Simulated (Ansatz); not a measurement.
System: C₄H₆F₂Si.

```xyz
13

C    -0.8006    0.9613   -0.8208
C    -0.7445   -0.2672   -0.2847
C     1.0072    1.5773    0.7597
C     0.0275    2.0989   -0.3047
F    -1.5949    1.2810   -1.8359
F    -0.2439   -0.3360    2.5664
Si    0.4648   -0.1966    1.1016
H    -1.3707   -1.0744   -0.6683
H     1.5424   -1.2226    1.1052
H     1.0032    2.1942    1.6705
H     2.0408    1.5836    0.3795
H     0.5409    2.5774   -1.1554
H    -0.6557    2.8670    0.0971
```

Geometry: PBE0-D3(BJ)/def2-SVP.

These are results of isolated molecule in a Gaussian basis; Kohn-Sham density functional theory, functional PBE0 (Ansatz 0.2.0), not measurements.

What can the converged electron density and electron localisation function tell about the bonding?

Answer. C–F (1.33 Å): ρ is about 2.4 e/Å³ halfway; the ELF peaks at about 0.85 between the atoms: a polar covalent bond.
C–C (1.34 Å): the density is about 2.3 e/Å³ at the midpoint; the ELF peaks at about 0.95 between the atoms; a short, multiple covalent bond.
C–Si (1.84 Å): ρ is about 0.99 e/Å³ halfway; the ELF peaks at about 0.95 between the atoms (a covalent bond).
C–H (1.09 Å): ρ is about 1.9 e/Å³ halfway; the ELF climbs to about 1 towards the hydrogen, as it does in any bond to H: an ordinary covalent bond to hydrogen.

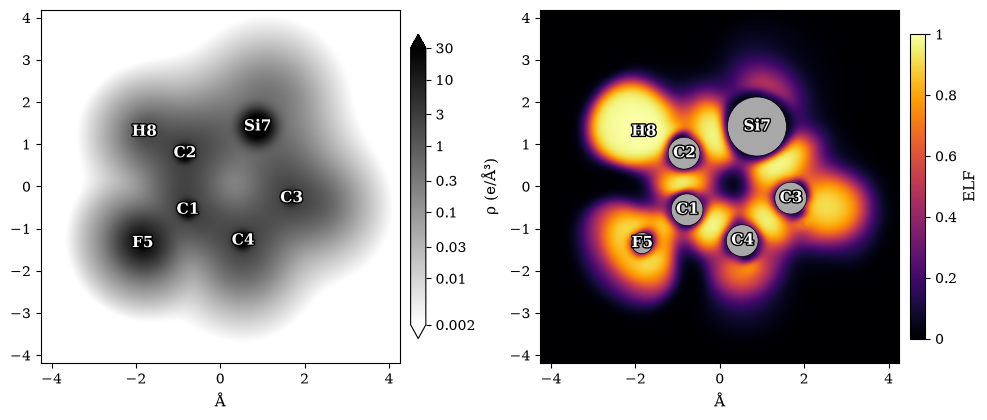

Computed electron density and electron localisation function on the plane of atoms C1, C2 and Si7, in this order. Grey discs cover the atomic cores in the ELF map. 
